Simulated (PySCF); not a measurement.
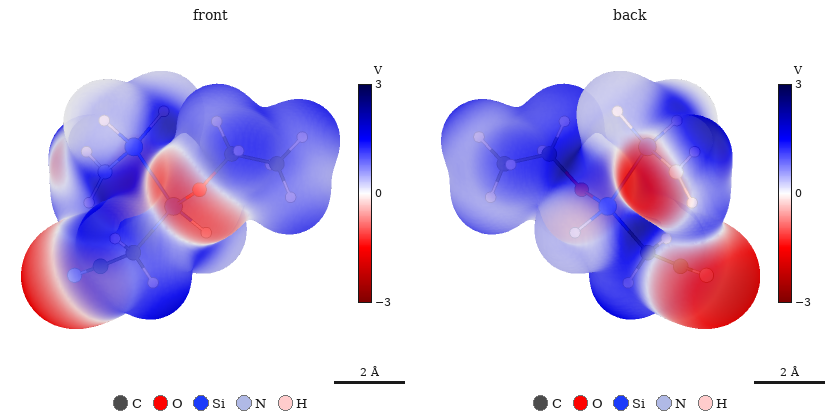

Figure 1: C₄H₁₂N₂OSi₂. The electrostatic potential painted on the density surface at 0.004 e/bohr³, seen from the front and from behind; the colour scale runs from red (negative) to blue (positive).

Geometry: GFN2-xTB.

Computed with PySCF, PBE0/pcSseg-1, SCF density, gas phase, non-relativistic.

Input file:

```
{"job": {"kind": "nmr", "xc": "PBE0", "basis": "pcSseg-1"}, "charge": 0, "multiplicity": 1}
C      2.944144     0.688778    -0.665115
C      2.254244     0.695369     0.689721
O      1.315487    -0.332060     0.812235
Si    -0.068713    -0.524783    -0.022664
C     -0.738313    -2.080810     0.893706
C     -2.082923    -2.294637     0.496882
N     -3.170056    -2.399668     0.147476
Si    -1.461149     1.301096     0.154777
N     -2.907093     0.862049    -0.658263
H      2.224752     0.910051    -1.449176
H      3.733298     1.435049    -0.683970
H      3.376066    -0.290560    -0.853668
H      2.988465     0.542487     1.487779
H      1.758481     1.661195     0.848261
H      0.231363    -0.989823    -1.392123
H     -0.704075    -1.930786     1.973098
H     -0.144660    -2.962688     0.654735
H     -1.633859     1.750779     1.557702
H     -0.979044     2.501049    -0.550714
H     -3.649591     1.535100    -0.753422
H     -3.295743    -0.060241    -0.533027
```

Run with:

```sh
OMP_NUM_THREADS=1 python probes_run.py task.json out
```

Question: Describe the electrostatic potential map.

Answer: The most negative region (about −2.0 V, or −46 kcal/mol for a unit charge) lies over N7, the most positive (about +2.3 V, or +53 kcal/mol for a unit charge) over Si4. N7 is the likeliest acceptor of a hydrogen bond.

Question: How polar is the molecule by this calculation?

Answer: Its dipole moment is 3.70 D.
